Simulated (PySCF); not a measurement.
# NMR shielding calculation, with input and output: C4H12B2OSi2

- system: C4H12B2OSi2, SMILES BOB(C#C[SiH3])CC[SiH3]
- method: GIAO PBE0/pcSseg-1 NMR shielding, non-relativistic, gas phase (PySCF 2.14.0)

The geometry comes from this level: GFN2-xTB. It belongs to a series of runs on one base structure; here: H on C replaced by CH2SiH3. Figures and captions count atoms from 1; the log counts them from 0 in places.

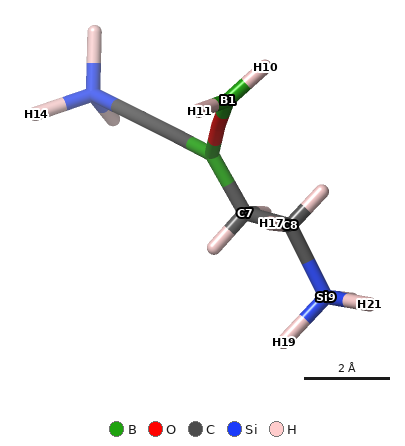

*The input geometry (stick view, seen at a tilt; atoms are numbered from 1 in the order of the input).*

Bond lengths as drawn: B–C 1.53 to 1.61 Å, B–H 1.18 Å, B–O 1.29 to 1.31 Å, C–C 1.21 to 1.53 Å, C–H 1.09 Å, C–Si 1.85 to 1.90 Å and H–Si 1.46 to 1.47 Å.

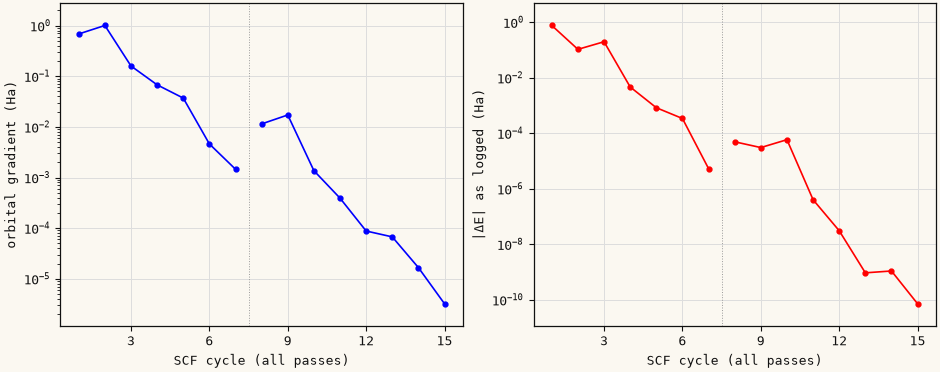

*Convergence of the self-consistent field: orbital gradient and size of the energy change against the SCF cycle. The dotted line marks the change from a coarse to the final integration grid.*

The first 7 cycles use a coarse grid, the final grid takes over at cycle 8, and the field converges after 15 cycles in all.

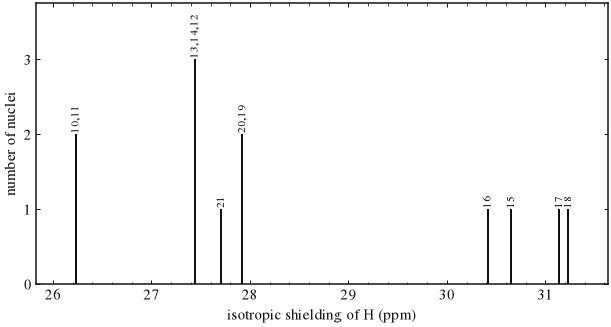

*Isotropic shieldings of the hydrogen nuclei in this fixed geometry, labelled by atom number; shielding grows to the right, so chemical shift grows to the left.*

The least shielded is H10 (26.2 ppm), the most shielded H18 (31.2 ppm).

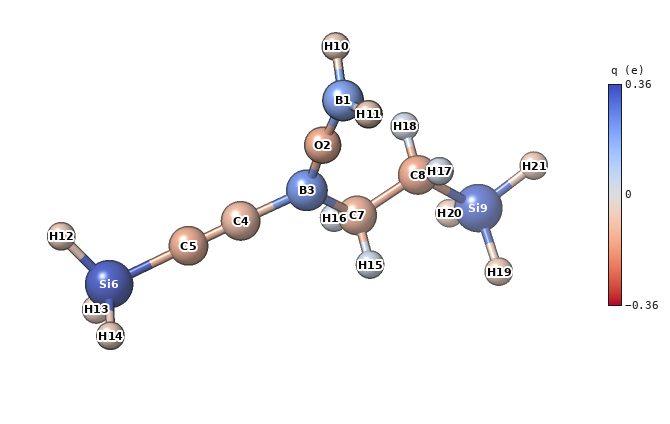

*Hirshfeld charges, as the colour of each atom (ball-and-stick view, seen at a tilt; atoms are numbered from 1 in the order of the input).*

By element: B +0.19 to +0.24, O −0.14, C −0.16 to −0.11, Si +0.31 to +0.34 and H −0.08 to +0.04 e.

These pictures come from the run below.

## The input
```
{"job": {"kind": "nmr", "xc": "PBE0", "basis": "pcSseg-1"}, "charge": 0, "multiplicity": 1}
B     -0.239416     3.018000    -0.405067
O      0.128189     1.789161    -0.230150
B      0.393710     0.521916    -0.066054
C      1.835306     0.038719     0.105949
C      2.966425    -0.372255     0.248356
Si     4.688217    -1.005634     0.463014
C     -0.792228    -0.568139    -0.053236
C     -2.197119     0.043000    -0.022280
Si    -3.579423    -1.257213    -0.108956
H     -0.491594     3.691723     0.532085
H     -0.312083     3.453517    -1.501140
H      5.462796    -0.018157     1.220250
H      4.625888    -2.274501     1.194255
H      5.270561    -1.205021    -0.867237
H     -0.692076    -1.200148    -0.940837
H     -0.667624    -1.239333     0.800443
H     -2.300349     0.743845    -0.854606
H     -2.302511     0.640569     0.886344
H     -3.479009    -1.992274    -1.373000
H     -3.444273    -2.199163     1.005361
H     -4.882311    -0.591668    -0.033963
```

The first line tells a small driver script what to run in PySCF; the rest is the geometry in Å.

Command:
```bash
OMP_NUM_THREADS=1 python <driver script> task.json out
```

## Output
```
coarse grid: 18296 points
cycle   1  E = -862.7631060416  dE =  7.618e-01  |g| = 6.842e-01  |ddm| = 4.066e+00
cycle   2  E = -862.6579934341  dE =  1.051e-01  |g| = 1.007e+00  |ddm| = 1.184e+00
cycle   3  E = -862.8555668443  dE = -1.976e-01  |g| = 1.595e-01  |ddm| = 7.141e-01
cycle   4  E = -862.8601995965  dE = -4.633e-03  |g| = 6.769e-02  |ddm| = 1.533e-01
cycle   5  E = -862.8610281812  dE = -8.286e-04  |g| = 3.708e-02  |ddm| = 6.519e-02
cycle   6  E = -862.8613670719  dE = -3.389e-04  |g| = 4.605e-03  |ddm| = 2.845e-02
cycle   7  E = -862.8613723637  dE = -5.292e-06  |g| = 1.457e-03  |ddm| = 5.282e-03
final grid: 166776 points
cycle   8  E = -862.9239361698  dE = -4.903e-05  |g| = 1.145e-02  |ddm| = 3.451e-02
cycle   9  E = -862.9239057908  dE =  3.038e-05  |g| = 1.719e-02  |ddm| = 1.920e-02
cycle  10  E = -862.9239642023  dE = -5.841e-05  |g| = 1.365e-03  |ddm| = 1.078e-02
cycle  11  E = -862.9239646031  dE = -4.008e-07  |g| = 3.912e-04  |ddm| = 1.390e-03
cycle  12  E = -862.9239646337  dE = -3.058e-08  |g| = 8.778e-05  |ddm| = 3.398e-04
cycle  13  E = -862.9239646346  dE = -9.311e-10  |g| = 6.722e-05  |ddm| = 1.153e-04
cycle  14  E = -862.9239646357  dE = -1.086e-09  |g| = 1.662e-05  |ddm| = 5.458e-05
cycle  15  E = -862.9239646358  dE = -7.140e-11  |g| = 3.207e-06  |ddm| = 1.584e-05
converged SCF energy = -862.9239646358

GIAO shielding tensors (ppm)
atom      isotropic    diamagn.    paramagn.     s11        s22        s33       span
  0 B       60.288     195.933    -135.645     13.490     56.136    111.238     97.748
  1 O       23.897     387.525    -363.628   -116.802     72.504    115.988    232.789
  2 B       67.626     198.071    -130.446     23.917     74.746    104.215     80.299
  3 C       64.237     261.908    -197.671    -46.074    -31.520    270.306    316.380
  4 C       73.794     267.001    -193.207    -15.350      9.848    226.884    242.235
  5 Si     448.243     882.550    -434.307    439.763    443.442    461.523     21.759
  6 C      163.762     256.746     -92.984    141.408    164.209    185.669     44.261
  7 C      183.163     250.613     -67.450    174.630    183.806    191.054     16.424
  8 Si     417.120     878.557    -461.437    388.149    392.916    470.296     82.147
  9 H       26.217      30.475      -4.258     25.640     25.726     27.284      1.644
 10 H       26.242      30.403      -4.161     25.660     25.771     27.294      1.634
 11 H       27.463      28.313      -0.850     23.951     25.903     32.536      8.585
 12 H       27.420      29.197      -1.777     23.865     26.146     32.250      8.384
 13 H       27.434      28.649      -1.215     24.080     25.898     32.324      8.245
 14 H       30.653      34.929      -4.275     25.534     31.080     35.346      9.812
 15 H       30.415      35.328      -4.913     25.203     30.838     35.204     10.001
 16 H       31.141      32.034      -0.893     25.588     30.905     36.931     11.343
 17 H       31.233      31.952      -0.719     26.122     30.190     37.387     11.265
 18 H       27.932      28.281      -0.349     24.733     26.190     32.874      8.141
 19 H       27.913      28.306      -0.394     24.590     26.319     32.828      8.238
 20 H       27.707      27.459       0.247     24.002     25.448     33.670      9.669
```

## Key numbers

```tsv
quantity	value
outcome	converged
total energy	−862.923965 hartree
HOMO	−7.87 eV
LUMO	−1.43 eV
dipole moment	0.68 D
isotropic shielding, B	60.3 to 67.6 ppm
isotropic shielding, O	23.9 ppm
isotropic shielding, C	64.2 to 183.2 ppm
isotropic shielding, Si	417.1 to 448.2 ppm
isotropic shielding, H	26.2 to 31.2 ppm
hardware	1 CPU thread, shared host
wall time	85 s
peak memory	1 GiB
```
